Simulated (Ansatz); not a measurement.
# One shape, several levels: AlF3 (SMILES [F][Al]([F])[F])

We compute a comparison of 6 runs (HF/STO-3G, HSE06/STO-3G, revPBE/STO-3G, wB97M-V/STO-3G, CCSD/STO-3G, UCCSD(T)/STO-3G) of AlF3. 

Program for the calculation: Ansatz 0.2.0.

38 further runs of the same task are left out: 6 that didn't finish, 32 set aside as unsound or not needed.

**1. The molecule**

The species is AlF3 (4 atoms), meant as a singlet with charge 0. SMILES: `[F][Al]([F])[F]`. The F3–Al1 distance was set to 4.078 Å, away from the relaxed value. At this shape a bond of the SMILES string is far longer than usual.

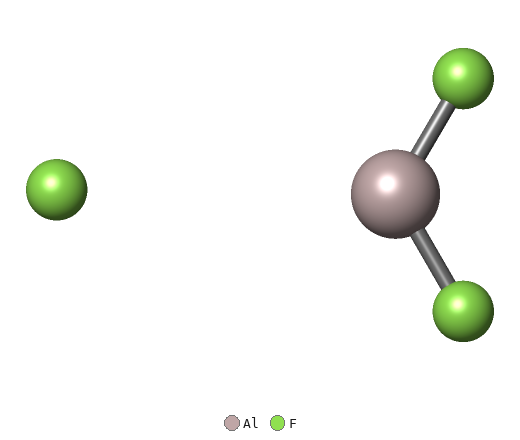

Viewed from a chosen angle; aluminium light grey, fluorine green.

**2. A single-point energy at HF/STO-3G (run 1)**

The input, run.yaml:

```yaml
crystal:
  periodic: [false, false, false]
  atoms:
    - {symbol: Al, position_ang: [1.186792, -2.139678, 0.021810]}
    - {symbol: F, position_ang: [2.817832, -2.166478, 0.036560]}
    - {symbol: F, position_ang: [-0.791540, 1.425990, -0.016640]}
    - {symbol: F, position_ang: [0.347892, -3.537998, 0.027470]}
basis:
  gaussian:
    orbitals: STO-3G
accuracy: high
hamiltonian:
  xc: hf
```

Run with:

```sh
$ ansatz run run.yaml --threads 1 --pin off --max-ram 2610MiB --events-out events.jsonl --progress --plain --runs-dir runs
```

Log:

```text
Warning: RAYON_NUM_THREADS=1 ignored (pool sized by the plan → 1); use --threads N
Functional definition: HF
  name "HF"
  exchange = exact_x
  correlation = 0
405 factors; integrals over basis functions are off by at most 4.3e-8 eV
mean field evaluation 1: about -14491.9494 eV, gradient 2.8e1 eV
mean field evaluation 2: about -14491.9664 eV, gradient 2.8e1 eV
mean field evaluation 4: about -14494.9569 eV, gradient 1.3e1 eV
mean field evaluation 8: about -14485.0196 eV, gradient 9.4e0 eV
mean field evaluation 16: about -14499.0777 eV, gradient 4.4e-7 eV
mean field evaluation 32: about -14494.4841 eV, gradient 2.2e1 eV
mean field evaluation 64: about -14485.0429 eV, gradient 8.1e0 eV
mean field -14499.07771649 eV, -532.8312782533 hartree, gradient 1.8e-8 eV, S^2 0.000000; 1 other end points of the search recorded, 0 dependent functions left out
reference -14499.07771649 eV, -532.8312782533 hartree; 20, 20 occupied and 4, 4 virtual orbitals, 405 factors
Total energy: -14499.07771649 eV, -532.8312782533 hartree
```

It took 0.18 s on 1 thread of Arm Neoverse V1, shared host.

**3. A single-point energy at HSE06/STO-3G (run 2)**

The input, in.yaml:

```yaml
basis:
  gaussian:
    orbitals: STO-3G
crystal:
  periodic: [false, false, false]
  atoms:
    - {symbol: Al, position_ang: [1.186792, -2.139678, 0.021810]}
    - {symbol: F, position_ang: [2.817832, -2.166478, 0.036560]}
    - {symbol: F, position_ang: [-0.791540, 1.425990, -0.016640]}
    - {symbol: F, position_ang: [0.347892, -3.537998, 0.027470]}
accuracy: high
hamiltonian:
  xc: hse06
```

Run with:

```sh
$ ansatz run in.yaml --threads 1 --pin off --max-ram 2610MiB --events-out events.jsonl --progress --plain --runs-dir runs
```

Log:

```text
Warning: RAYON_NUM_THREADS=1 ignored (pool sized by the plan → 1); use --threads N
Functional definition: HSE06
  name "HSE06"
  parameter a = 0.25
  parameter omega = 0.11/bohr
  exchange = pbe_x - a*pbe_x_sr(omega) + a*exact_x_sr(omega)
  correlation = pbe_c
405 factors; integrals over basis functions are off by at most 4.3e-8 eV
60 factors; integrals over basis functions are off by at most 1.5e-9 eV
mean field evaluation 1: about -14523.3232 eV, gradient 2.9e1 eV
mean field evaluation 2: about -14138.5734 eV, gradient 2.4e1 eV
mean field evaluation 4: about -14526.0105 eV, gradient 1.5e1 eV
mean field evaluation 8: about -14139.7190 eV, gradient 1.9e1 eV
mean field evaluation 16: about -14534.2823 eV, gradient 2.9e-3 eV
mean field evaluation 32: about -14533.2891 eV, gradient 1.4e1 eV
mean field -14534.28227956 eV, -534.1250220834 hartree, gradient 5.0e-9 eV, S^2 0.000000; 4 other end points of the search recorded, 0 dependent functions left out
reference -14534.28228098 eV, -534.1250221355 hartree; 20, 20 occupied and 4, 4 virtual orbitals, 405 factors
Total energy: -14534.28228098 eV, -534.1250221355 hartree
```

Wall time 2.9 s (1 thread of Arm Neoverse V1, shared host); peak memory 0.1 GiB.

Runs 3 to 5 aren't shown in full; the table further down has their settings and results.

**4. A single-point energy at UCCSD(T)/STO-3G (run 6)**

The input, job.yaml:

```yaml
crystal:
  periodic: [false, false, false]
  atoms:
    - {symbol: Al, position_ang: [1.186792, -2.139678, 0.021810]}
    - {symbol: F, position_ang: [2.817832, -2.166478, 0.036560]}
    - {symbol: F, position_ang: [-0.791540, 1.425990, -0.016640]}
    - {symbol: F, position_ang: [0.347892, -3.537998, 0.027470]}
basis:
  gaussian: {orbitals: STO-3G}
accuracy: high
magnetization: {spin_polarized: true, initial_magnetization: 0}
scf: {omitted_lower_state_checks: [cluster_reference, increment]}
correlation: {method: ccsd_t, frozen_orbitals: {Al: 5, F: 1}}
```

Run with:

```sh
$ ansatz run job.yaml --threads 1 --pin off --max-ram 2610MiB --events-out events.jsonl --progress --plain --runs-dir runs
```

Log:

```text
Warning: RAYON_NUM_THREADS=1 ignored (pool sized by the plan → 1); use --threads N
[... 17 lines left out ...]
8 core orbitals not correlated: weight in the atoms' cores, before any rotation towards them, 1.000 or more for the frozen orbitals, at most 0.000 for the correlated occupied ones
[... 49 lines left out ...]
Total energy: -14507.92552031 eV, -533.1564290461 hartree
Checks for a lower state left out: cluster_reference, increment
```

It took 1.2 s on 1 thread of Arm Neoverse V1, shared host.

**5. Overview of the runs**

```
run            level  frozen core orbitals  energy (Eh)  wall time
  1        HF/STO-3G                     –  -532.831278     0.18 s
  2     HSE06/STO-3G                     –  -534.125022      2.9 s
  3    revPBE/STO-3G                     –  -534.390343        2 s
  4   wB97M-V/STO-3G                     –  -534.492231       37 s
  5      CCSD/STO-3G                     8  -533.137327     0.54 s
  6  UCCSD(T)/STO-3G                     8  -533.156429      1.2 s
```

**6. Summary of results**

```
                                          quantity          value
                               run 6: total energy  -533.15643 Eh
run 6: correlation energy (8 core orbitals frozen)      -66.7 mEh
                             run 6: (T) correction      -6.64 mEh
          run 6: ⟨S²⟩ of the reference determinant          1.008
                              run 6: T1 diagnostic          0.017
```

What this shows: Below the HF energy at the same shape and in the same basis (STO-3G): CCSD -306.0 mEh; UCCSD(T) -325.2 mEh. Some of these start from another determinant than that one, so these aren't their correlation energies. Totals of different functionals can't be ranked against each other. In run 5 the T1 diagnostic is large, so a single reference may not serve. In run 5 the log says that unrestricted orbitals would lower the reference, so the values rest on an unstable closed-shell determinant (other closed-shell runs at this shape may share the fault). In runs 1, 2, 3, 4, 5, 6 the basis is minimal, so the values are rough. Spin contamination of the reference: run 6 ⟨S²⟩ = 1.01. Where it is this large, the reference is a mixture of spin states, and values that rest on it are in doubt. All runs together took 44 s, the longest 37 s.
